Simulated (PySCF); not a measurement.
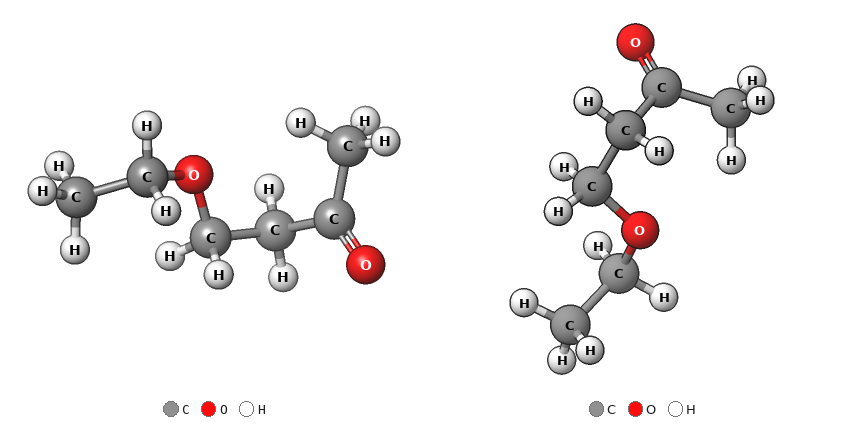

The same structure drawn twice, from different directions.

Computed geometry: GFN2-xTB optimisation. No frequency run is at hand to confirm it as a minimum.

Describe the molecule.

Formula C6H12O2. As SMILES it reads `CCOCCC(C)=O`. It has no ring. Among its groups: ether, ketone. This geometry has C1 symmetry. Coordination: 5 C tetrahedral; 1 O bent; 1 C trigonal planar.

The parts below concern this one geometry. Atoms keep their numbers from picture to picture.

### Shape

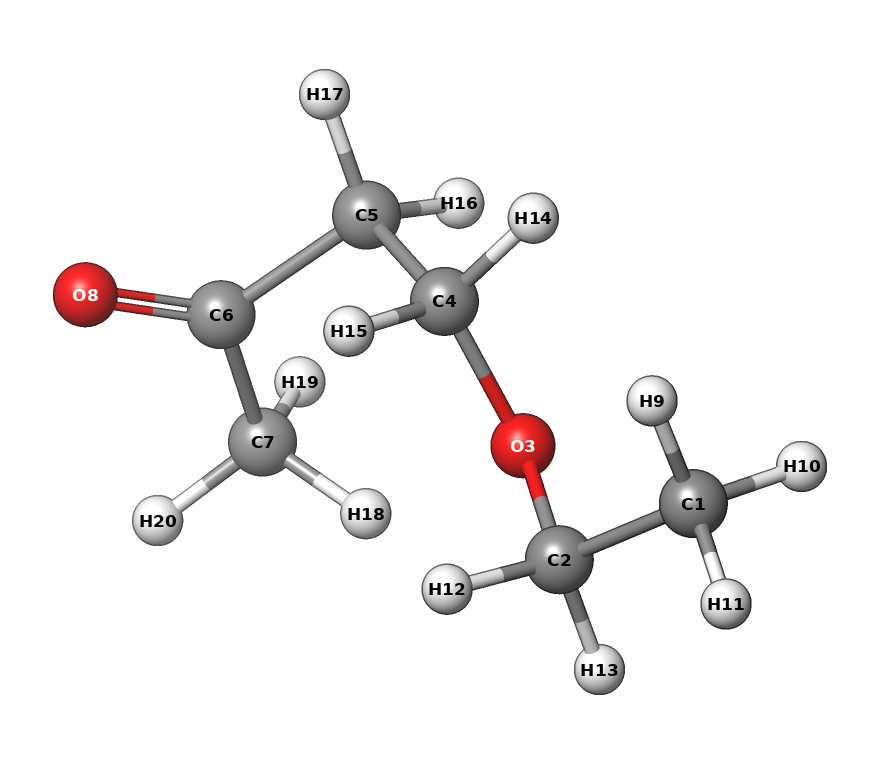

The atoms are numbered. No frequency run is at hand to confirm it as a minimum.

Which atoms are bonded, and how long are the bonds? Leave out bonds to hydrogen.

| bond | length (Å) | order |
| --- | --- | --- |
| C1–C2 | 1.527 | single |
| C2–O3 | 1.410 | single |
| O3–C4 | 1.411 | single |
| C4–C5 | 1.534 | single |
| C5–C6 | 1.518 | single |
| C6–C7 | 1.501 | single |
| C6–O8 | 1.205 | double |

### Electronic properties

No frequency run is at hand to confirm it as a minimum. Method: PBE0/def2-SVPD, gas phase (PySCF 2.14.0). Excitations: vertical, linear response.

Predict the main results.

- dipole moment: 3.03 D
- HOMO energy (Kohn–Sham orbital): −7.10 eV
- LUMO energy (Kohn–Sham orbital): −0.39 eV
- HOMO–LUMO gap: 6.71 eV
- mean static polarisability: 81.0 bohr³
- lowest vertical singlet excitation: 4.44 eV
- its oscillator strength: 0.000
- brightest of the 6 lowest singlets: 6.81 eV
- its oscillator strength: 0.02

### NMR shielding

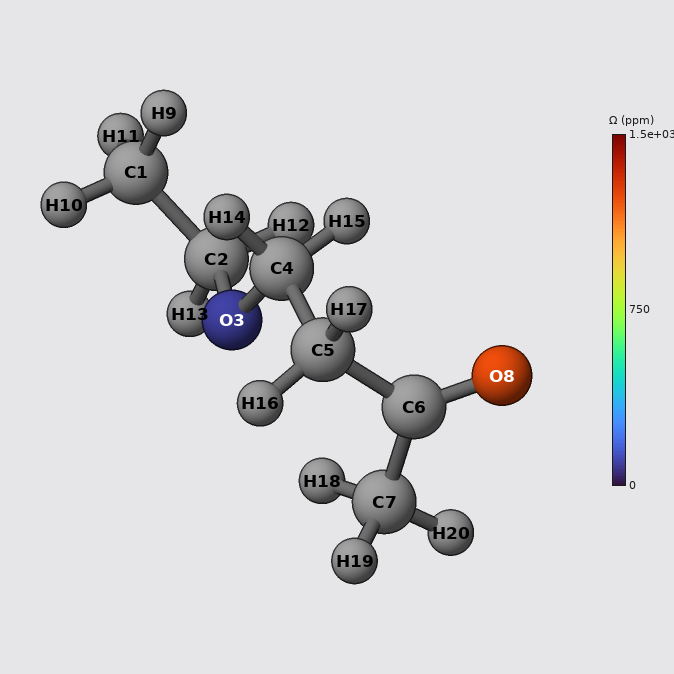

The O atoms are coloured by the span of their shielding tensor. No frequency run is at hand to confirm it as a minimum. Properties computed with GIAO PBE0/pcSseg-1 NMR shielding, non-relativistic, gas phase (PySCF 2.14.0). Principal shieldings σ11 ≤ σ22 ≤ σ33, span Ω = σ33 − σ11, skew κ = 3(σiso − σ22)/Ω.

**Which O atom has the most anisotropic shielding?**

O8, with a span of 1232 ppm.

Give the shielding tensors of the O atoms.

```json
{"atom": "O3", "σ11": "234.1", "σ22": "286.2", "σ33": "332.7", "σiso": "284.3", "Ω": "98.6", "κ": "−0.06"}
{"atom": "O8", "σ11": "−906.9", "σ22": "−419.4", "σ33": "324.7", "σiso": "−333.8", "Ω": "1231.6", "κ": "0.21"}
```

Shieldings and span in ppm.

### Quadrupole coupling

No frequency run is at hand to confirm it as a minimum. Electric field gradients from the ground-state density, PBE0/pcSseg-1 (PySCF 2.14.0), non-relativistic apart from any core potentials.

Give the largest field-gradient component, the quadrupole coupling constant and the asymmetry for 17O at O3 (Q = −25.6 mb), 17O at O8 (Q = −25.6 mb), 2H at H9 (Q = 2.86 mb), 2H at H10 (Q = 2.86 mb), 2H at H11 (Q = 2.86 mb), 2H at H12 (Q = 2.86 mb).

```tsv
atom	V_zz (a.u.)	e²qQ/h (MHz)	η
O3	−1.984	11.94	1.00
O8	−2.004	12.06	0.49
H9	0.315	0.212	0.02
H10	0.315	0.212	0.01
H11	0.318	0.213	0.02
H12	0.280	0.188	0.08
```

### Charges

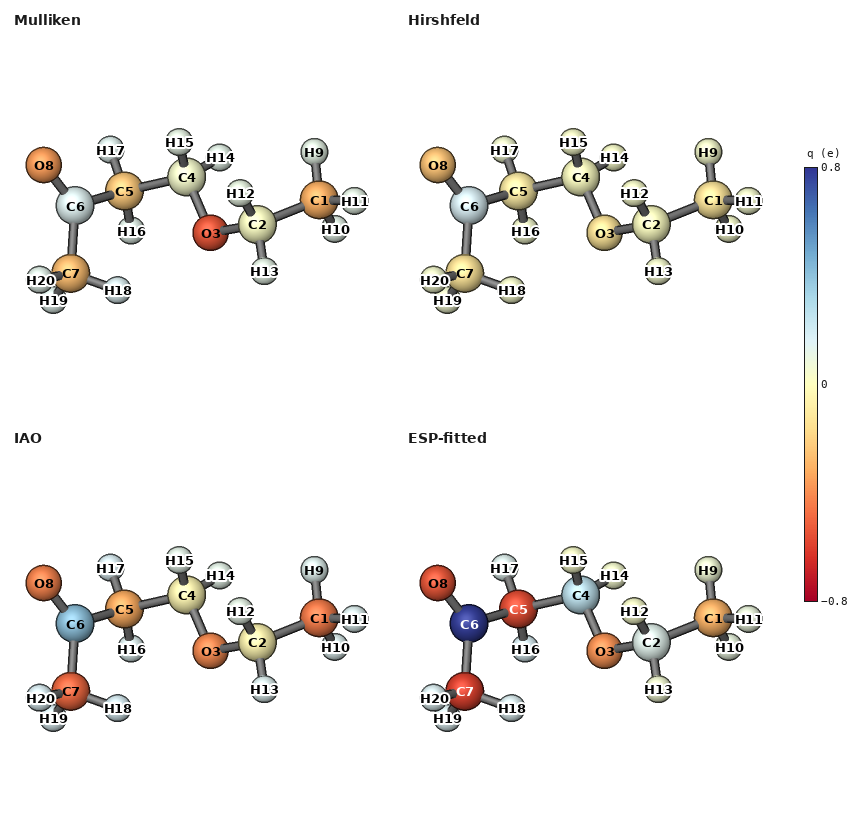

Atomic charges of one calculation by 4 schemes, on one colour scale. No frequency run is at hand to confirm it as a minimum. Method: PBE0/pcSseg-1 (PySCF 2.14.0).

**On which atom do the schemes disagree most?**

On C6 (from 0.14 to 0.78 e).

List the charges (e), one line for each set of equivalent atoms.

```json
{"atom": "C1", "Mulliken": "−0.31", "Hirshfeld": "−0.12", "IAO": "−0.44", "ESP-fitted": "−0.30"}
{"atom": "C2", "Mulliken": "0.01", "Hirshfeld": "0.01", "IAO": "−0.04", "ESP-fitted": "0.13"}
{"atom": "O3", "Mulliken": "−0.53", "Hirshfeld": "−0.13", "IAO": "−0.40", "ESP-fitted": "−0.38"}
{"atom": "C4", "Mulliken": "0.04", "Hirshfeld": "0.01", "IAO": "−0.04", "ESP-fitted": "0.26"}
{"atom": "C5", "Mulliken": "−0.23", "Hirshfeld": "−0.08", "IAO": "−0.32", "ESP-fitted": "−0.56"}
{"atom": "C6", "Mulliken": "0.14", "Hirshfeld": "0.17", "IAO": "0.40", "ESP-fitted": "0.78"}
{"atom": "C7", "Mulliken": "−0.26", "Hirshfeld": "−0.13", "IAO": "−0.48", "ESP-fitted": "−0.59"}
{"atom": "O8", "Mulliken": "−0.36", "Hirshfeld": "−0.25", "IAO": "−0.42", "ESP-fitted": "−0.54"}
{"atom": "H9", "Mulliken": "0.12", "Hirshfeld": "0.04", "IAO": "0.14", "ESP-fitted": "0.06"}
{"atom": "H10", "Mulliken": "0.12", "Hirshfeld": "0.04", "IAO": "0.15", "ESP-fitted": "0.10"}
{"atom": "H11", "Mulliken": "0.12", "Hirshfeld": "0.05", "IAO": "0.15", "ESP-fitted": "0.09"}
{"atom": "H12", "Mulliken": "0.10", "Hirshfeld": "0.03", "IAO": "0.12", "ESP-fitted": "0.03"}
{"atom": "H13", "Mulliken": "0.12", "Hirshfeld": "0.05", "IAO": "0.15", "ESP-fitted": "0.06"}
{"atom": "H14", "Mulliken": "0.12", "Hirshfeld": "0.04", "IAO": "0.12", "ESP-fitted": "0.05"}
{"atom": "H15", "Mulliken": "0.11", "Hirshfeld": "0.04", "IAO": "0.12", "ESP-fitted": "0.04"}
{"atom": "H16", "Mulliken": "0.13", "Hirshfeld": "0.05", "IAO": "0.15", "ESP-fitted": "0.16"}
{"atom": "H17", "Mulliken": "0.14", "Hirshfeld": "0.05", "IAO": "0.16", "ESP-fitted": "0.14"}
{"atom": "H18", "Mulliken": "0.16", "Hirshfeld": "0.04", "IAO": "0.17", "ESP-fitted": "0.15"}
{"atom": "H19", "Mulliken": "0.13", "Hirshfeld": "0.05", "IAO": "0.16", "ESP-fitted": "0.15"}
{"atom": "H20", "Mulliken": "0.13", "Hirshfeld": "0.05", "IAO": "0.16", "ESP-fitted": "0.15"}
```

Mulliken values depend strongly on the basis set and can even reverse the polarity of a bond.
